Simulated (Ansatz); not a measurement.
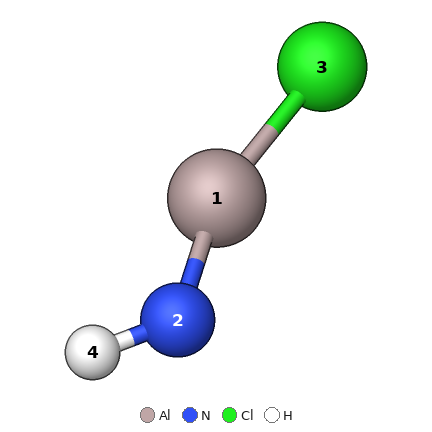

Atoms carry their numbers in the input. The geometry was computed by an optimisation with PBE0-D4/def2-TZVP.

Which atoms are bonded, and how long are the bonds?

```json
{"bond": "Al1–N2", "length (Å)": "1.657"}
{"bond": "Al1–Cl3", "length (Å)": "2.066"}
{"bond": "N2–H4", "length (Å)": "1.009"}
```
